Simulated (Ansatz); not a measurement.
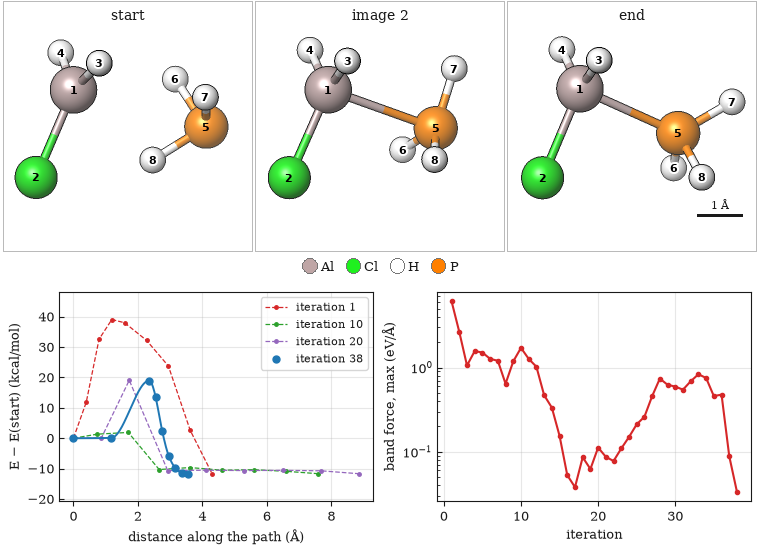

NEB run on AlPH5Cl, made up at the start of AlH2Cl and PH$_{3}$. Images are numbered from 0 (start) to 8 (end). The plot follows the band through its iterations. A ball-and-stick model, seen at a tilt.

Computed with Ansatz, RKS revPBE-D4/def2-SVP. Settings: 7 movable images; climbing image; force threshold 0.05 eV/Å; iteration limit 60; starting path through a guess of the saddle point.

**How did the profile develop, and is the result final?**

The result is final at these settings. The band converged in 38 iterations. The largest component of the band force went from 6.1 to 0.033 eV/Å. The climbing image converged on the top of the path. Its vibrational analysis gives one imaginary mode (895i cm⁻¹), as a transition state must have. The first iteration put the highest image at 39.1 kcal/mol. The energy climbs by 18.9 kcal/mol to image 2 and then falls by 30.6 kcal/mol, so the end point sits at −11.7 kcal/mol.

Limits of the set-up: the start holds two separate molecules, 2.5 Å apart at their closest, whose relative position is a soft coordinate.
